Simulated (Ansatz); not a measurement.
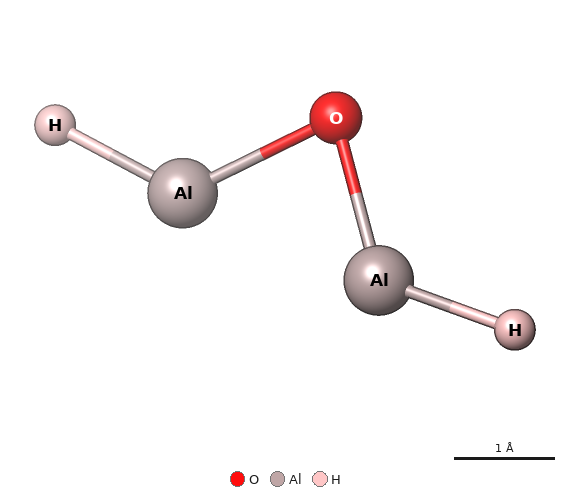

Depth is shown by fading: the farther an atom, the more it takes the colour of the background. Computed geometry: PBE-D4/def2-SVP optimisation. No frequency run is at hand to confirm it as a minimum. Masses are those of the most abundant isotopes; constants are for the rigid equilibrium geometry.

> What kind of rotor is it, and what are its rotational constants in MHz?

An asymmetric top (C2v): A = 23716, B = 5478, C = 4450 MHz. Ray's parameter κ is −0.89, close to the prolate limit.
